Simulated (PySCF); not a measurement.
# BClH₅N: electronic excitations at several levels of theory, part 2 of 2

PySCF 2.14.0. Atoms count from 0. Earlier steps stand in the parts before.

### 7 Excited states and response: PBE0/aug-cc-pVDZ

What the job is given:

```
{"job": {"kind": "uv", "xc": "PBE0", "basis": "aug-cc-pVDZ"}, "charge": 0, "multiplicity": 1}
N      0.800520    -0.017994     0.202758
B     -0.739499    -0.137393    -0.300122
Cl    -1.568101     1.313525     0.507285
H      0.840250    -0.043845     1.223925
H      1.379567    -0.774045    -0.167676
H      1.199631     0.875313    -0.093357
H     -1.145620    -1.204375     0.122724
H     -0.701972    -0.040431    -1.513168
```

With the program's defaults for keys left out, this is: TDDFT PBE0/aug-cc-pVDZ, vertical, gas phase, core orbitals frozen in the response.

The log of the run:

```text
coarse grid: 6872 points
cycle   1  E = -542.5854979209  dE =  7.729e-02  |g| = 2.994e-01  |ddm| = 6.301e+00
cycle   2  E = -542.6019397362  dE = -1.644e-02  |g| = 2.368e-01  |ddm| = 1.548e+00
cycle   3  E = -542.6193615745  dE = -1.742e-02  |g| = 2.507e-02  |ddm| = 6.178e-01
cycle   4  E = -542.6195406974  dE = -1.791e-04  |g| = 5.746e-03  |ddm| = 8.703e-02
cycle   5  E = -542.6195495275  dE = -8.830e-06  |g| = 1.831e-03  |ddm| = 1.644e-02
final grid: 60808 points
cycle   6  E = -542.6309613947  dE = -1.858e-05  |g| = 7.912e-03  |ddm| = 8.124e-02
cycle   7  E = -542.6309525464  dE =  8.848e-06  |g| = 1.027e-02  |ddm| = 3.107e-02
cycle   8  E = -542.6309756686  dE = -2.312e-05  |g| = 4.027e-04  |ddm| = 1.594e-02
cycle   9  E = -542.6309757180  dE = -4.936e-08  |g| = 8.437e-05  |ddm| = 1.344e-03
cycle  10  E = -542.6309757198  dE = -1.848e-09  |g| = 2.097e-05  |ddm| = 2.289e-04
cycle  11  E = -542.6309757200  dE = -1.213e-10  |g| = 2.635e-06  |ddm| = 5.902e-05
converged SCF energy = -542.6309757200

Static polarisability (au): isotropic 44.096, principal 39.299 42.306 50.683

Singlet excitations
state   eV       nm        f      main configurations
  1   5.3669    231.0   0.00021   H->L 0.99
  2   6.1265    202.4   0.06540   H-1->L 0.98
  3   6.6309    187.0   0.02335   H->L+1 0.97
  4   6.7125    184.7   0.01709   H->L+2 0.99
  5   7.1065    174.5   0.00196   H->L+3 0.95
  6   7.3127    169.5   0.05257   H-1->L+1 0.95
  7   7.3635    168.4   0.02348   H-1->L+2 0.98
  8   7.4742    165.9   0.02304   H->L+4 0.92
  9   7.5643    163.9   0.00168   H-3->L 0.94
 10   7.5675    163.8   0.00433   H-2->L 0.95

Triplet excitations (Tamm-Dancoff, eV): 5.3092 5.9339 6.5692 6.6459
```

It took 5.6 s on 1 thread of Arm Neoverse V1, shared host; peak memory 0.51 GiB.

Key values: HOMO -7.26 eV, LUMO -0.92 eV; lowest singlet 5.37 eV.

### 8 Ultraviolet spectrum: PBE0/aug-cc-pVTZ

Settings changed since step 7:

```diff
@@ -1,2 +1,2 @@
-{"job": {"kind": "uv", "xc": "PBE0", "basis": "aug-cc-pVDZ"}, "charge": 0, "multiplicity": 1}
+{"job": {"kind": "uv", "xc": "PBE0", "basis": "aug-cc-pVTZ"}, "charge": 0, "multiplicity": 1}
 N      0.800520    -0.017994     0.202758
```

Level: TDDFT PBE0/aug-cc-pVTZ, vertical, gas phase, core orbitals frozen in the response.

The log of the run:

```text
coarse grid: 6872 points
cycle   1  E = -542.6256672091  dE =  5.810e-02  |g| = 3.097e-01  |ddm| = 5.187e+00
cycle   2  E = -542.6418200579  dE = -1.615e-02  |g| = 2.592e-01  |ddm| = 1.281e+00
cycle   3  E = -542.6605016838  dE = -1.868e-02  |g| = 2.843e-02  |ddm| = 4.545e-01
cycle   4  E = -542.6606752014  dE = -1.735e-04  |g| = 7.464e-03  |ddm| = 6.167e-02
cycle   5  E = -542.6606874567  dE = -1.226e-05  |g| = 2.940e-03  |ddm| = 1.297e-02
cycle   6  E = -542.6606890973  dE = -1.641e-06  |g| = 1.031e-03  |ddm| = 4.878e-03
final grid: 60808 points
cycle   7  E = -542.6667757433  dE = -5.643e-05  |g| = 5.201e-03  |ddm| = 2.178e-01
cycle   8  E = -542.6667737875  dE =  1.956e-06  |g| = 6.159e-03  |ddm| = 1.807e-02
cycle   9  E = -542.6667817454  dE = -7.958e-06  |g| = 5.647e-04  |ddm| = 8.832e-03
cycle  10  E = -542.6667818163  dE = -7.096e-08  |g| = 1.409e-04  |ddm| = 1.034e-03
cycle  11  E = -542.6667818208  dE = -4.415e-09  |g| = 3.154e-05  |ddm| = 2.360e-04
cycle  12  E = -542.6667818210  dE = -2.324e-10  |g| = 4.047e-06  |ddm| = 5.518e-05
converged SCF energy = -542.6667818210

Static polarisability (au): isotropic 44.795, principal 40.075 43.079 51.232

Singlet excitations
state   eV       nm        f      main configurations
  1   5.3926    229.9   0.00022   H->L 0.98
  2   6.1390    202.0   0.06339   H-1->L 0.98
  3   6.6154    187.4   0.02395   H->L+1 0.96
  4   6.6979    185.1   0.01755   H->L+2 0.99
  5   7.0095    176.9   0.00113   H->L+3 0.95
  6   7.2835    170.2   0.05193   H-1->L+1 0.94
  7   7.3397    168.9   0.02346   H-1->L+2 0.97
  8   7.4038    167.5   0.01518   H->L+4 0.90
  9   7.5574    164.1   0.00394   H-2->L 0.96
 10   7.5790    163.6   0.00149   H-3->L 0.88, H->L+5 0.09

Triplet excitations (Tamm-Dancoff, eV): 5.3339 5.9484 6.5557 6.6337
```

Wall time 16 s (1 thread of Arm Neoverse V1, shared host); peak memory 0.82 GiB.

In short: HOMO -7.28 eV, LUMO -0.92 eV; lowest singlet 5.39 eV.

### 9 Ultraviolet spectrum: PBE0/def2-TZVPD

Settings changed since step 8:

```diff
@@ -1,2 +1,2 @@
-{"job": {"kind": "uv", "xc": "PBE0", "basis": "aug-cc-pVTZ"}, "charge": 0, "multiplicity": 1}
+{"job": {"kind": "uv", "xc": "PBE0", "basis": "def2-TZVPD"}, "charge": 0, "multiplicity": 1}
 N      0.800520    -0.017994     0.202758
```

Method: TDDFT PBE0/def2-TZVPD, vertical, gas phase, core orbitals frozen in the response.

The log of the run:

```text
coarse grid: 6872 points
cycle   1  E = -542.6305942723  dE =  5.718e-02  |g| = 3.106e-01  |ddm| = 1.866e+00
cycle   2  E = -542.6467717180  dE = -1.618e-02  |g| = 2.619e-01  |ddm| = 6.851e-01
cycle   3  E = -542.6654021719  dE = -1.863e-02  |g| = 3.321e-02  |ddm| = 3.051e-01
cycle   4  E = -542.6655840473  dE = -1.819e-04  |g| = 7.461e-03  |ddm| = 3.623e-02
cycle   5  E = -542.6655947143  dE = -1.067e-05  |g| = 3.342e-03  |ddm| = 7.313e-03
cycle   6  E = -542.6655968842  dE = -2.170e-06  |g| = 1.069e-03  |ddm| = 2.833e-03
final grid: 60808 points
cycle   7  E = -542.6593218234  dE = -4.583e-05  |g| = 5.474e-03  |ddm| = 7.487e-02
cycle   8  E = -542.6593199519  dE =  1.872e-06  |g| = 6.189e-03  |ddm| = 7.850e-03
cycle   9  E = -542.6593278883  dE = -7.936e-06  |g| = 7.119e-04  |ddm| = 3.678e-03
cycle  10  E = -542.6593279846  dE = -9.631e-08  |g| = 1.365e-04  |ddm| = 6.099e-04
cycle  11  E = -542.6593279886  dE = -4.027e-09  |g| = 3.361e-05  |ddm| = 1.607e-04
cycle  12  E = -542.6593279889  dE = -2.569e-10  |g| = 4.820e-06  |ddm| = 3.621e-05
converged SCF energy = -542.6593279889

Static polarisability (au): isotropic 44.697, principal 39.999 42.964 51.127

Singlet excitations
state   eV       nm        f      main configurations
  1   5.5343    224.0   0.00030   H->L 0.99
  2   6.3002    196.8   0.06972   H-1->L 0.98
  3   7.0555    175.7   0.03101   H->L+1 0.89
  4   7.1875    172.5   0.02864   H->L+2 0.99
  5   7.2592    170.8   0.00186   H->L+3 0.90
  6   7.6563    161.9   0.01361   H->L+4 0.93
  7   7.6754    161.5   0.01521   H-2->L 0.67, H-1->L+1 0.28
  8   7.7294    160.4   0.01105   H-3->L 0.93
  9   7.7567    159.8   0.05447   H-1->L+1 0.55, H-2->L 0.33, H-1->L+3 0.10
 10   7.8137    158.7   0.01768   H-1->L+2 0.96

Triplet excitations (Tamm-Dancoff, eV): 5.4634 6.0783 6.9239 7.0680
```

Run time: 8.6 s. Hardware: 1 thread of Arm Neoverse V1, shared host; peak memory 0.64 GiB.

This run: HOMO -7.27 eV, LUMO -0.70 eV; lowest singlet 5.53 eV.

### 10 TDDFT and polarisability: PBE0/6-31+G*

Settings changed since step 9:

```diff
@@ -1,2 +1,2 @@
-{"job": {"kind": "uv", "xc": "PBE0", "basis": "def2-TZVPD"}, "charge": 0, "multiplicity": 1}
+{"job": {"kind": "uv", "xc": "PBE0", "basis": "6-31+G*"}, "charge": 0, "multiplicity": 1}
 N      0.800520    -0.017994     0.202758
```

Method: TDDFT PBE0/6-31+G*, vertical, gas phase, core orbitals frozen in the response.

The log of the run:

```text
coarse grid: 6872 points
cycle   1  E = -542.5854265784  dE =  7.040e-02  |g| = 2.933e-01  |ddm| = 2.178e+00
cycle   2  E = -542.6030368250  dE = -1.761e-02  |g| = 2.192e-01  |ddm| = 8.521e-01
cycle   3  E = -542.6183541939  dE = -1.532e-02  |g| = 2.582e-02  |ddm| = 3.563e-01
cycle   4  E = -542.6185510179  dE = -1.968e-04  |g| = 6.070e-03  |ddm| = 4.366e-02
cycle   5  E = -542.6185605681  dE = -9.550e-06  |g| = 1.942e-03  |ddm| = 9.324e-03
final grid: 60808 points
cycle   6  E = -542.5913846160  dE = -1.505e-05  |g| = 7.318e-03  |ddm| = 1.803e-02
cycle   7  E = -542.5913780288  dE =  6.587e-06  |g| = 9.355e-03  |ddm| = 1.175e-02
cycle   8  E = -542.5913966800  dE = -1.865e-05  |g| = 3.804e-04  |ddm| = 6.283e-03
cycle   9  E = -542.5913967248  dE = -4.481e-08  |g| = 8.360e-05  |ddm| = 7.035e-04
cycle  10  E = -542.5913967267  dE = -1.843e-09  |g| = 2.281e-05  |ddm| = 1.331e-04
cycle  11  E = -542.5913967268  dE = -1.444e-10  |g| = 5.152e-06  |ddm| = 3.094e-05
converged SCF energy = -542.5913967268

Static polarisability (au): isotropic 37.463, principal 33.130 34.509 44.750

Singlet excitations
state   eV       nm        f      main configurations
  1   5.4405    227.9   0.00001   H->L 0.99
  2   6.2236    199.2   0.07497   H-1->L 0.99
  3   6.8513    181.0   0.02896   H->L+1 0.97
  4   7.1993    172.2   0.02618   H->L+2 0.99
  5   7.4331    166.8   0.00506   H->L+3 0.97
  6   7.5356    164.5   0.06104   H-1->L+1 0.87, H-2->L 0.10
  7   7.6633    161.8   0.00809   H-3->L 0.89
  8   7.6646    161.8   0.01384   H-2->L 0.81, H-1->L+1 0.09, H-3->L 0.08
  9   7.8877    157.2   0.02467   H-1->L+2 0.98
 10   8.0480    154.1   0.00741   H->L+4 0.92

Triplet excitations (Tamm-Dancoff, eV): 5.3779 6.0051 6.7528 7.0605
```

Wall time 3.1 s (1 thread of Arm Neoverse V1, shared host); peak memory 0.42 GiB.

In short: HOMO -7.23 eV, LUMO -0.76 eV; lowest singlet 5.44 eV.

### 11 Run by run: electronic excitations

Excitations and ground-state properties, with basis size and wall time:

```
              run  lowest singlet (eV)  brightest (eV)      f  gap (eV)  α (Å³)  μ (D)  functions   time
wB97X-D/def2-SVPD                 6.46            7.27  0.080     10.40    6.43   6.17        107   14 s
LC-wPBE/def2-SVPD                 7.07            8.75  0.105     11.38    6.26   6.22        107   22 s
      PBE0/6-31G*                 6.76            7.57  0.081      7.97    4.66   6.49         56  2.6 s
    PBE0/def2-SVP                 6.21            7.01  0.078      7.36    4.73   6.27         71  2.9 s
   PBE0/def2-TZVP                 5.92            6.71  0.078      7.05    5.81   6.10        129    6 s
 PBE0/aug-cc-pVDZ                 5.37            6.13  0.065      6.34    6.53   6.03        118  5.6 s
 PBE0/aug-cc-pVTZ                 5.39            6.14  0.063      6.36    6.64   6.00        257   16 s
  PBE0/def2-TZVPD                 5.53            6.30  0.070      6.58    6.62   6.00        165  8.6 s
     PBE0/6-31+G*                 5.44            6.22  0.075      6.47    5.55   6.38         68  3.1 s
```

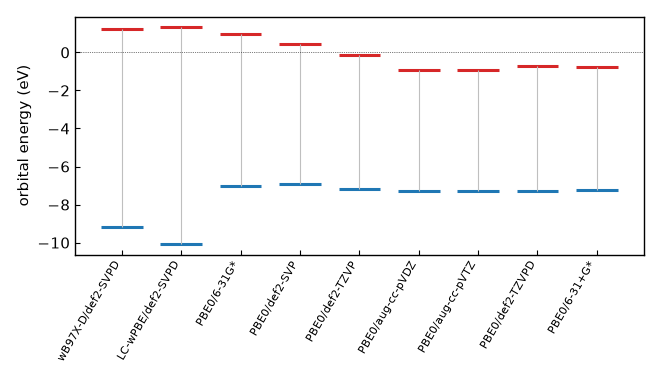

HOMO (blue) and LUMO (red) run by run.

### 12 Summary of results

What follows sums up all 2 parts.

```
                                quantity                        value
      lowest singlet (wB97X-D/def2-SVPD)  6.46 eV (192 nm), f = 0.000
brightest single state of those computed  state 2, 7.27 eV, f = 0.080
                          lowest triplet                      6.42 eV
       vertical ionisation energy (ΔSCF)                      9.82 eV
             range of the lowest singlet              5.37 to 7.07 eV
```

What this shows: Single values in the summary come from the first run of each kind that ended normally (wB97X-D/def2-SVPD), which need not be the best level. The lowest singlet, at 6.46 eV, is HOMO→LUMO 0.94 and is dark; of the 10 states computed, the strongest absorption comes from state 2 at 7.27 eV. The lowest triplet lies 0.03 eV below the lowest singlet (triplets in Tamm-Dancoff, singlets in full TDDFT). The orbital energy would give 9.17 eV for ionisation, ΔSCF gives 9.82 eV. The lowest singlet runs from 5.37 eV (PBE0/aug-cc-pVDZ) to 7.07 eV (LC-wPBE/def2-SVPD), while the orbital gap spans 6.34 to 11.38 eV. The lowest state need not be the same one in every run. The runs solved for a few states only, so the brightest column depends on that window.
